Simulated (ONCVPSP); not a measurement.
**Zr: pseudopotential generation (part 2 of 2)**

The same run, continued: zirconium (Zr, Z = 40), core [Ar] 3d10, reference valence 4s2 4p6 4d2 5s2, valence charge 12. Method: ONCV potential, PW91, fully relativistic, made with ONCVPSP 4.0.1.

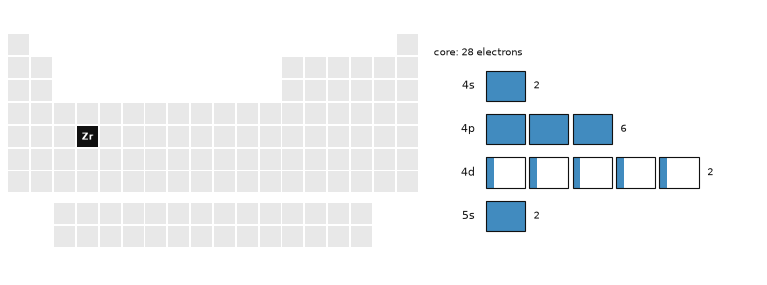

Left, the place of zirconium in the periodic table; right, the valence shells of the reference configuration: a box for each of the 2l + 1 orbitals, shaded by the share of the shell that is filled, with the electron count at the right.

Log (extracts), continued:
```
   n   l kap    f        eae           eps        diff
   1   0  -1  2.0000 -655.41344244
   2   0  -1  2.0000  -91.26113712
   2   1  -2  4.0000  -80.43862076
   2   1   1  2.0000  -83.59561148
   3   0  -1  2.0000  -15.40338319
   3   1  -2  4.0000  -12.04652835
   3   1   1  2.0000  -12.54921677
   3   2  -3  6.0000   -6.91986927
   3   2   2  4.0000   -7.01169664
   4   0  -1  2.0000   -2.53723321   -2.53834284   -1.11E-03
   4   1  -2  4.0000   -1.70537614   -1.70567751   -3.01E-04
   4   1   1  2.0000   -1.77107318   -1.77148488   -4.12E-04
   4   2  -3  1.2000   -0.63527583   -0.63510294    1.73E-04
   4   2   2  0.8000   -0.64100712   -0.64083329    1.74E-04
   5   0  -1  0.0000   -0.59143356   -0.59143356    0.00E+00

    Total energies and differences
      AE_ref= -3.59961362E+03  AE_tst= -3.59887245E+03  dif=  7.41E-01
      PS_ref= -4.78965018E+01  PS_tst= -4.71550223E+01  dif=  7.41E-01
      PSP excitation error= -3.01E-04

Test configuration 3

   n   l kap    f        eae           eps        diff
   1   0  -1  2.0000 -655.89662214
   2   0  -1  2.0000  -91.75216741
   2   1  -2  4.0000  -80.92914030
   2   1   1  2.0000  -84.08599737
   3   0  -1  2.0000  -15.88871280
   3   1  -2  4.0000  -12.53175049
   3   1   1  2.0000  -13.03461292
   3   2  -3  6.0000   -7.40589790
   3   2   2  4.0000   -7.49779213
   4   0  -1  2.0000   -2.99928698   -3.00001148   -7.25E-04
   4   1  -2  4.0000   -2.15522101   -2.15610733   -8.86E-04
   4   1   1  2.0000   -2.22321199   -2.22401503   -8.03E-04
   4   2  -3  0.6000   -1.03618177   -1.03693464   -7.53E-04
   4   2   2  0.4000   -1.04306721   -1.04379762   -7.30E-04
   5   0  -1  0.0000   -0.89948272   -0.89948272    0.00E+00

    Total energies and differences
      AE_ref= -3.59961362E+03  AE_tst= -3.59803884E+03  dif=  1.57E+00
      PS_ref= -4.78965018E+01  PS_tst= -4.63212028E+01  dif=  1.58E+00
      PSP excitation error= -5.09E-04

Test configuration 4

psatom_r: WARNING lschvkbb convergence error n,l,kap,iter=   3   2  -3


ea(ii),et,emin,emax -1.319272E-01 -1.451199E-01 -1.451199E-01 -1.451199E-01

psatom_r: WARNING lschvkbb convergence error n,l,kap,iter=   1   0  -1


ea(ii),et,emin,emax -2.020032E+00 -1.818028E+00 -1.818028E+00 -1.818028E+00

psatom_r: WARNING lschvkbb convergence error n,l,kap,iter=   2   1  -2


ea(ii),et,emin,emax -1.188766E+00 -1.069889E+00 -1.069889E+00 -1.069889E+00

psatom_r: WARNING lschvkbb convergence error n,l,kap,iter=   3   2  -3


ea(ii),et,emin,emax -1.319272E-01 -1.187345E-01 -1.187345E-01 -1.187345E-01

psatom_r: WARNING lschvkbb convergence error n,l,kap,iter=   2   0  -1


ea(ii),et,emin,emax -1.747782E-01 -1.573004E-01 -1.573004E-01 -1.573004E-01
run_config_r: WARNING for fully non-local PS atom,
 WARNING no output for configuration 5
```

Summary:

- outcome: generated
- cutoffs needed: 16 Ha and 20 Ha (the cutoffs at which the residual kinetic energy of the hardest occupied pseudo-wave falls to 1 and 0.1 mHa per electron)
- ghost test: no bound ghost flagged; no localised positive-energy state flagged
- configuration tests: 1 of 4 tests not solved
- rms error of d²Exc/dni dnj: 6.16 mHa without and 2.00 mHa with the model core
- largest excitation error among the tests solved: -14 meV (all-electron minus pseudo) for 4s2 4p6 4d1 5s0
- range over which the phases arctan(r R′/R) at the test radius agree within 0.05 rad (a looser test near the poles than one of phase shifts): s: up to about 4.8 Ha; p3/2: over the whole range computed; p1/2: over the whole range computed; d5/2: over the whole range computed; d3/2: over the whole range computed; f7/2: not judged, local potential alone; f5/2: not judged, local potential alone
- hardware: 1 CPU thread, shared host
- wall time: 6.4 s

Notes:

Warnings of the program, in the generation or the tests: wellstate: negative energy specified for n= 5 l= 1; psatom_r: WARNING lschvkbb convergence error n,l,kap,iter= 1 0 -1; psatom_r: WARNING lschvkbb convergence error n,l,kap,iter= 2 0 -1.
